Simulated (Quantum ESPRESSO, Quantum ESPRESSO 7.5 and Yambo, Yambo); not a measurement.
# A GW chain in Yambo: NH4Br (P-43m)

Aim: the G0W0 gap of NH4Br (P-43m) on PBEsol, step by step.

Main program and level: Quantum ESPRESSO 7.5 and Yambo 5.3.0; PBEsol and many-body steps on it, plane waves.

## (1) Starting point

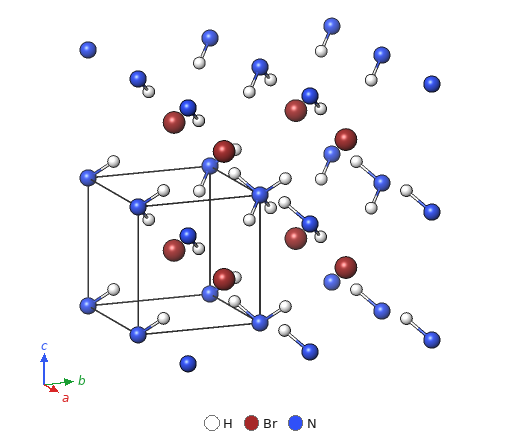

Start, viewed slightly off an axis; hydrogen white, bromine red, nitrogen blue. 2×2×2 cells are drawn. Bonds to atoms that aren't drawn are left out. Some periodic images of atoms are drawn too.

As a file:

```cif
data_structure
_symmetry_space_group_name_H-M 'P 1'
_symmetry_Int_Tables_number 1
_cell_length_a 4.0000
_cell_length_b 4.0000
_cell_length_c 4.0000
_cell_angle_alpha 90.000
_cell_angle_beta 90.000
_cell_angle_gamma 90.000
_cell_volume 64.00
loop_
_atom_site_label
_atom_site_type_symbol
_atom_site_fract_x
_atom_site_fract_y
_atom_site_fract_z
_atom_site_occupancy
H1 H 0.14800 0.14800 0.14800 1
H2 H 0.14800 0.85200 0.85200 1
H3 H 0.85200 0.85200 0.14800 1
H4 H 0.85200 0.14800 0.85200 1
Br5 Br 0.50000 0.50000 0.50000 1
N6 N 0.00000 0.00000 0.00000 1
```

The cell and positions come from the Crystallography Open Database and are kept as given unless a step says otherwise.

## (2) Ground state

This step: Quantum ESPRESSO 7.5; DFT, PBEsol, plane waves, norm-conserving pseudopotentials.

The ground-state density comes first.

Contents of pw.in:

```
&control
  calculation = 'scf'
  prefix = 'x'
  outdir = 'o'
  pseudo_dir = 'pseudo'
/
&system
  ibrav = 0
  nat = 6
  ntyp = 3
  ecutwfc = 72.0
  nbnd = 15
  force_symmorphic = .true.
/
&electrons
  conv_thr = 1e-10
  electron_maxstep = 80
  mixing_beta = 0.5
/
ATOMIC_SPECIES
  H 1.008 H.upf
  Br 79.904 Br.upf
  N 14.007 N.upf
CELL_PARAMETERS angstrom
  4.0000000000 0.0000000000 0.0000000000
  0.0000000000 4.0000000000 0.0000000000
  0.0000000000 0.0000000000 4.0000000000
ATOMIC_POSITIONS crystal
  H 0.1480000000 0.1480000000 0.1480000000
  H 0.1480000000 0.8520000000 0.8520000000
  H 0.8520000000 0.8520000000 0.1480000000
  H 0.8520000000 0.1480000000 0.8520000000
  Br 0.5000000000 0.5000000000 0.5000000000
  N 0.0000000000 0.0000000000 0.0000000000
K_POINTS automatic
  6 6 6 0 0 0
```

The run is started by

```sh
OMP_NUM_THREADS=1 mpirun -n 4 pw.x -nk 4 -in pw.in > pw.out
```

The log of the run:

```text
Program PWSCF v.7.5 starts

     This program is part of the open-source Quantum ESPRESSO suite
     for quantum simulation of materials; please cite
         "P. Giannozzi et al., J. Phys.:Condens. Matter 21 395502 (2009);
         "P. Giannozzi et al., J. Phys.:Condens. Matter 29 465901 (2017);
         "P. Giannozzi et al., J. Chem. Phys. 152 154105 (2020);
     in publications or presentations arising from this work. More details at
     Message from routine setup:
     using ibrav=0 with symmetry is DISCOURAGED, use correct ibrav instead

     G-vector sticks info

     bravais-lattice index     =            0
     lattice parameter (alat)  =       7.5589  a.u.
     unit-cell volume          =     431.8934 (a.u.)^3
     number of atoms/cell      =            6
     number of atomic types    =            3
     number of electrons       =        16.00
     number of Kohn-Sham states=           15
     kinetic-energy cutoff     =      72.0000  Ry
     charge density cutoff     =     288.0000  Ry
     scf convergence threshold =      1.0E-10
     mixing beta               =       0.5000
     number of iterations used =            8  plain     mixing
     Exchange-correlation= PBESOL
                           (   1   4  10   8   0   0   0)

     celldm(1)=   7.558904  celldm(2)=   0.000000  celldm(3)=   0.000000
     celldm(4)=   0.000000  celldm(5)=   0.000000  celldm(6)=   0.000000

     crystal axes: (cart. coord. in units of alat)
               a(1) = (   1.000000   0.000000   0.000000 )
               a(2) = (   0.000000   1.000000   0.000000 )
               a(3) = (   0.000000   0.000000   1.000000 )

     reciprocal axes: (cart. coord. in units 2 pi/alat)
               b(1) = (  1.000000  0.000000  0.000000 )
               b(2) = (  0.000000  1.000000  0.000000 )
               b(3) = (  0.000000  0.000000  1.000000 )
     Pseudo is Norm-conserving, Zval =  1.0
     Generated using ONCVPSP code by D. R. Hamann
     Using radial grid of 1180 points,  3 beta functions with:
     Pseudo is Norm-conserving + core correction, Zval =  7.0
     Generated using ONCVPSP code by D. R. Hamann
     Using radial grid of 1098 points,  6 beta functions with:
     Pseudo is Norm-conserving + core correction, Zval =  5.0
     Generated using ONCVPSP code by D. R. Hamann
     Using radial grid of 1058 points,  4 beta functions with:
     H                 1.00     1.00800     H ( 1.00)
     Br                7.00    79.90400     Br( 1.00)
     N                 5.00    14.00700     N ( 1.00)

     24 Sym. Ops. (no inversion) found

   Cartesian axes

     site n.     atom                  positions (alat units)
         1        H      tau(   1) = (   0.1480000   0.1480000   0.1480000  )
         2        H      tau(   2) = (   0.1480000   0.8520000   0.8520000  )
         3        H      tau(   3) = (   0.8520000   0.8520000   0.1480000  )
         4        H      tau(   4) = (   0.8520000   0.1480000   0.8520000  )
         5        Br     tau(   5) = (   0.5000000   0.5000000   0.5000000  )
         6        N      tau(   6) = (   0.0000000   0.0000000   0.0000000  )

     number of k points=    20
                       cart. coord. in units 2pi/alat
        k(    1) = (   0.0000000   0.0000000   0.0000000), wk =   0.0092593
        k(    2) = (   0.0000000   0.0000000   0.1666667), wk =   0.0555556
        k(    3) = (   0.0000000   0.0000000   0.3333333), wk =   0.0555556
        k(    4) = (   0.0000000   0.0000000  -0.5000000), wk =   0.0277778
        k(    5) = (   0.0000000   0.1666667   0.1666667), wk =   0.1111111
        k(    6) = (   0.0000000   0.1666667   0.3333333), wk =   0.2222222
        k(    7) = (   0.0000000   0.1666667  -0.5000000), wk =   0.1111111
        k(    8) = (   0.0000000   0.3333333   0.3333333), wk =   0.1111111
        k(    9) = (   0.0000000   0.3333333  -0.5000000), wk =   0.1111111
        k(   10) = (   0.0000000  -0.5000000  -0.5000000), wk =   0.0277778
     [... 8 further rows ...]
        k(   19) = (   0.3333333  -0.5000000  -0.5000000), wk =   0.0555556
        k(   20) = (  -0.5000000  -0.5000000  -0.5000000), wk =   0.0092593

     Dense  grid:    35585 G-vectors     FFT dimensions: (  45,  45,  45)

     Initial potential from superposition of free atoms

     starting charge      15.9999, renormalised to      16.0000
     Starting wfcs are   12 randomized atomic wfcs +    3 random wfcs

     per-process dynamical memory:    31.1 Mb

     Self-consistent Calculation

     iteration #  1     ecut=    72.00 Ry     beta= 0.50

     total energy              =     -56.87071471 Ry
     estimated scf accuracy    <       0.42298189 Ry

     iteration #  2     ecut=    72.00 Ry     beta= 0.50

     total energy              =     -56.95651046 Ry
     estimated scf accuracy    <       0.04178021 Ry

     iteration #  3     ecut=    72.00 Ry     beta= 0.50

     total energy              =     -56.96115411 Ry
     estimated scf accuracy    <       0.00685629 Ry

     iteration #  4     ecut=    72.00 Ry     beta= 0.50

     total energy              =     -56.96150930 Ry
     estimated scf accuracy    <       0.00032907 Ry

     iteration #  5     ecut=    72.00 Ry     beta= 0.50

     total energy              =     -56.96153303 Ry
     estimated scf accuracy    <       0.00001850 Ry

     iteration #  6     ecut=    72.00 Ry     beta= 0.50

     total energy              =     -56.96153630 Ry
     estimated scf accuracy    <       0.00000457 Ry

     iteration #  7     ecut=    72.00 Ry     beta= 0.50

     total energy              =     -56.96153722 Ry
     estimated scf accuracy    <       0.00000002 Ry

     iteration #  8     ecut=    72.00 Ry     beta= 0.50

     total energy              =     -56.96153723 Ry
     estimated scf accuracy    <          4.4E-09 Ry

     iteration #  9     ecut=    72.00 Ry     beta= 0.50

     End of self-consistent calculation

          k = 0.0000 0.0000 0.0000 (  4457 PWs)   bands (ev):

   -17.2461 -11.6155  -6.4960  -6.4960  -6.4960   0.9917   0.9917   0.9917
     5.1764   7.8780   7.8780  10.8887  10.8887  10.8887  15.6505

          k = 0.0000 0.0000 0.1667 (  4461 PWs)   bands (ev):

   -17.2253 -11.6272  -6.5177  -6.4757  -6.4757   0.4126   0.9614   0.9614
     5.8384   8.1319   8.5108  10.7587  10.7587  10.9851  14.2279

          k = 0.0000 0.0000 0.3333 (  4492 PWs)   bands (ev):

   -17.1829 -11.6537  -6.5477  -6.4346  -6.4346  -0.4590   0.8980   0.8980
     7.0853   8.8887   9.4507  10.6133  10.6133  11.4191  11.9829

          k = 0.0000 0.0000-0.5000 (  4436 PWs)   bands (ev):

     [... further k-points ...]

     highest occupied, lowest unoccupied level (ev):     1.0790    5.1764

!    total energy              =     -56.96153723 Ry
     estimated scf accuracy    <          1.6E-11 Ry

     The total energy is the sum of the following terms:
     one-electron contribution =     -15.67492177 Ry
     hartree contribution      =      13.20875457 Ry
     xc contribution           =     -19.15970609 Ry
     ewald contribution        =     -35.33566395 Ry

     convergence has been achieved in   9 iterations

     XML data file, charge density, pseudopotentials, collected wavefunctions

=------------------------------------------------------------------------------=
   JOB DONE.
=------------------------------------------------------------------------------=
```

Run time: 6.3 s. Hardware: 4 MPI ranks of Arm Neoverse V1, shared host; peak memory 0.27 GiB; 25 s of CPU time.

This step gave:

| Item | Value |
| --- | --- |
| total energy | -775.0012 eV |
| gap | 4.097 eV |
| k of the valence top | 0, -0.5, -0.5 |
| k of the conduction bottom | 0, 0, 0 |
| least direct gap | 4.185 eV |

The gap is indirect, with the least direct gap 0.09 eV higher.

## (3) Bands along the symmetry lines

The cheap functional maps the bands first; the places of the edges decide which points the dearer methods must see.

Contents of pw.in:

```
&control
  calculation = 'bands'
  prefix = 'x'
  outdir = 'o'
  pseudo_dir = 'pseudo'
/
&system
  ibrav = 0
  nat = 6
  ntyp = 3
  ecutwfc = 72.0
  nbnd = 14
  force_symmorphic = .true.
/
&electrons
  conv_thr = 1e-9
  electron_maxstep = 80
  diago_full_acc = .true.
  diago_thr_init = 5e-6
/
ATOMIC_SPECIES
  H 1.008 H.upf
  Br 79.904 Br.upf
  N 14.007 N.upf
CELL_PARAMETERS angstrom
  4.0000000000 0.0000000000 0.0000000000
  0.0000000000 4.0000000000 0.0000000000
  0.0000000000 0.0000000000 4.0000000000
ATOMIC_POSITIONS crystal
  H 0.1480000000 0.1480000000 0.1480000000
  H 0.1480000000 0.8520000000 0.8520000000
  H 0.8520000000 0.8520000000 0.1480000000
  H 0.8520000000 0.1480000000 0.8520000000
  Br 0.5000000000 0.5000000000 0.5000000000
  N 0.0000000000 0.0000000000 0.0000000000
K_POINTS crystal
  50
  0.00000000 0.00000000 0.00000000 1
  0.00000000 0.06250000 0.00000000 1
  0.00000000 0.12500000 0.00000000 1
  0.00000000 0.18750000 0.00000000 1
  0.00000000 0.25000000 0.00000000 1
  0.00000000 0.31250000 0.00000000 1
  0.00000000 0.37500000 0.00000000 1
  0.00000000 0.43750000 0.00000000 1
  0.00000000 0.50000000 0.00000000 1
  0.06250000 0.50000000 0.00000000 1
  0.12500000 0.50000000 0.00000000 1
  0.18750000 0.50000000 0.00000000 1
  0.25000000 0.50000000 0.00000000 1
  0.31250000 0.50000000 0.00000000 1
  0.37500000 0.50000000 0.00000000 1
  0.43750000 0.50000000 0.00000000 1
  0.50000000 0.50000000 0.00000000 1
  0.43750000 0.43750000 0.00000000 1
  0.37500000 0.37500000 0.00000000 1
  0.31250000 0.31250000 0.00000000 1
  0.25000000 0.25000000 0.00000000 1
  0.18750000 0.18750000 0.00000000 1
  0.12500000 0.12500000 0.00000000 1
  0.06250000 0.06250000 0.00000000 1
  0.00000000 0.00000000 0.00000000 1
  0.06250000 0.06250000 0.06250000 1
  0.12500000 0.12500000 0.12500000 1
  0.18750000 0.18750000 0.18750000 1
  0.25000000 0.25000000 0.25000000 1
  0.31250000 0.31250000 0.31250000 1
  0.37500000 0.37500000 0.37500000 1
  0.43750000 0.43750000 0.43750000 1
  0.50000000 0.50000000 0.50000000 1
  0.43750000 0.50000000 0.43750000 1
  0.37500000 0.50000000 0.37500000 1
  0.31250000 0.50000000 0.31250000 1
  0.25000000 0.50000000 0.25000000 1
  0.18750000 0.50000000 0.18750000 1
  0.12500000 0.50000000 0.12500000 1
  0.06250000 0.50000000 0.06250000 1
  0.00000000 0.50000000 0.00000000 1
  0.50000000 0.50000000 0.50000000 1
  0.50000000 0.50000000 0.43750000 1
  0.50000000 0.50000000 0.37500000 1
  0.50000000 0.50000000 0.31250000 1
  0.50000000 0.50000000 0.25000000 1
  0.50000000 0.50000000 0.18750000 1
  0.50000000 0.50000000 0.12500000 1
  0.50000000 0.50000000 0.06250000 1
  0.50000000 0.50000000 0.00000000 1
```

The log of the run:

```text
[banner, memory and clock lines left out]
Program PWSCF v.7.5 starts

     Atomic positions and unit cell read from directory:
     o/x.save/

     Message from routine setup:
     using ibrav=0 with symmetry is DISCOURAGED, use correct ibrav instead

     G-vector sticks info

     bravais-lattice index     =            0
     lattice parameter (alat)  =       7.5589  a.u.
     unit-cell volume          =     431.8934 (a.u.)^3
     number of atoms/cell      =            6
     number of atomic types    =            3
     number of electrons       =        16.00
     number of Kohn-Sham states=           14
     kinetic-energy cutoff     =      72.0000  Ry
     charge density cutoff     =     288.0000  Ry
     Exchange-correlation= PBESOL
                           (   1   4  10   8   0   0   0)

     celldm(1)=   7.558904  celldm(2)=   0.000000  celldm(3)=   0.000000
     celldm(4)=   0.000000  celldm(5)=   0.000000  celldm(6)=   0.000000

     crystal axes: (cart. coord. in units of alat)
               a(1) = (   1.000000   0.000000   0.000000 )
               a(2) = (   0.000000   1.000000   0.000000 )
               a(3) = (   0.000000   0.000000   1.000000 )

     reciprocal axes: (cart. coord. in units 2 pi/alat)
               b(1) = (  1.000000  0.000000  0.000000 )
               b(2) = (  0.000000  1.000000  0.000000 )
               b(3) = (  0.000000  0.000000  1.000000 )
     Pseudo is Norm-conserving, Zval =  1.0
     Generated using ONCVPSP code by D. R. Hamann
     Using radial grid of 1180 points,  3 beta functions with:
     Pseudo is Norm-conserving + core correction, Zval =  7.0
     Generated using ONCVPSP code by D. R. Hamann
     Using radial grid of 1098 points,  6 beta functions with:
     Pseudo is Norm-conserving + core correction, Zval =  5.0
     Generated using ONCVPSP code by D. R. Hamann
     Using radial grid of 1058 points,  4 beta functions with:
     H                 1.00     1.00800     H ( 1.00)
     Br                7.00    79.90400     Br( 1.00)
     N                 5.00    14.00700     N ( 1.00)

     24 Sym. Ops. (no inversion) found

   Cartesian axes

     site n.     atom                  positions (alat units)
         1        H      tau(   1) = (   0.1480000   0.1480000   0.1480000  )
         2        H      tau(   2) = (   0.1480000   0.8520000   0.8520000  )
         3        H      tau(   3) = (   0.8520000   0.8520000   0.1480000  )
         4        H      tau(   4) = (   0.8520000   0.1480000   0.8520000  )
         5        Br     tau(   5) = (   0.5000000   0.5000000   0.5000000  )
         6        N      tau(   6) = (   0.0000000   0.0000000   0.0000000  )

     number of k points=    50
                       cart. coord. in units 2pi/alat
        k(    1) = (   0.0000000   0.0000000   0.0000000), wk =   0.0400000
        k(    2) = (   0.0000000   0.0625000   0.0000000), wk =   0.0400000
        k(    3) = (   0.0000000   0.1250000   0.0000000), wk =   0.0400000
[...]
[... 38 further rows ...]
        k(   49) = (   0.5000000   0.5000000   0.0625000), wk =   0.0400000
        k(   50) = (   0.5000000   0.5000000   0.0000000), wk =   0.0400000

     Dense  grid:    35585 G-vectors     FFT dimensions: (  45,  45,  45)

     The potential is recalculated from file :
     o/x.save/charge-density

     Starting wfcs are   12 randomized atomic wfcs +    2 random wfcs

     Band Structure Calculation

     End of band structure calculation

          k = 0.0000 0.0000 0.0000 (  4457 PWs)   bands (ev):

   -17.2461 -11.6155  -6.4960  -6.4960  -6.4960   0.9917   0.9917   0.9917
     5.1764   7.8781   7.8781  10.8887  10.8887  10.8887

          k = 0.0000 0.0625 0.0000 (  4441 PWs)   bands (ev):

   -17.2429 -11.6173  -6.4996  -6.4929  -6.4929   0.8927   0.9872   0.9872
     5.2859   7.9138   7.9741  10.8663  10.8663  10.9028

          k = 0.0000 0.1250 0.0000 (  4465 PWs)   bands (ev):

   -17.2339 -11.6222  -6.5093  -6.4842  -6.4842   0.6344   0.9741   0.9741
     5.5779   8.0209   8.2492  10.8076  10.8076  10.9436

[...]
k = 0.5000 0.5000 0.0625 (  4468 PWs)   bands (ev):

   -17.1039 -11.4491  -6.8730  -6.8730  -6.3359  -0.0072  -0.0072   1.0055
     6.6968   7.6906   9.1002   9.1002  11.7916  11.7916

          k = 0.5000 0.5000 0.0000 (  4468 PWs)   bands (ev):

   -17.1057 -11.4548  -6.8788  -6.8788  -6.3201   0.0078   0.0078   1.0790
     6.6430   7.5520   9.1207   9.1207  11.8020  11.8020

     XML data file, pseudopotentials, collected wavefunctions
```

Elapsed: 4.8 s, on 4 MPI ranks; peak memory 0.23 GiB.

This step gave:

| Quantity | Value |
| --- | --- |
| gap | 4.097 eV |
| k of the valence top | 0.5, 0.5, 0 |
| k of the conduction bottom | 0, 0, 0 |
| least direct gap | 4.185 eV |

The gap is 4.097 eV, as in the run before at this level.

The electronic bands at the labelled points (eV, zero at the top of the highest filled band; v1 is the highest filled band, c1 the lowest empty one):

```csv
point,v4,v3,v2,v1,c1,c2,c3,c4
Γ,-7.58,-0.09,-0.09,-0.09,4.10,6.80,6.80,9.81
X,-7.49,-1.90,-0.21,-0.21,6.91,8.12,8.85,9.36
M,-7.40,-1.07,-1.07,0.00,5.56,6.47,8.04,8.04
Γ,-7.58,-0.09,-0.09,-0.09,4.10,6.80,6.80,9.81
R,-7.80,-1.47,-1.47,-1.47,7.75,7.75,7.75,10.18
X,-7.49,-1.90,-0.21,-0.21,6.91,8.12,8.85,9.36
jump to R,-7.80,-1.47,-1.47,-1.47,7.75,7.75,7.75,10.18
M,-7.40,-1.07,-1.07,0.00,5.56,6.47,8.04,8.04
```

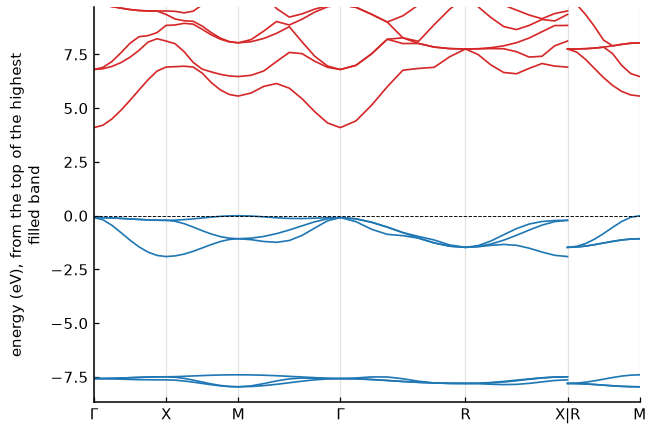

Electronic bands along the path; lines of filled and empty bands in two colours.

[end of part 1 of 3]

[Paths, hosts, dates, memory and timing lines, banners, echoed tables and standing remarks are left out of the program output.]

[Logs are printed without paths, hosts, clocks, repeated set-up lines and the standing remarks that a program may print on its own settings, such as how far it seeks lower states.]

[Runs of the session that timed out or met a known fault of the program may be left out.]

[Hosts, paths, dates, database ids (printed as entryN), source tags and the programs' standing remarks are cut or masked in the printed files.]
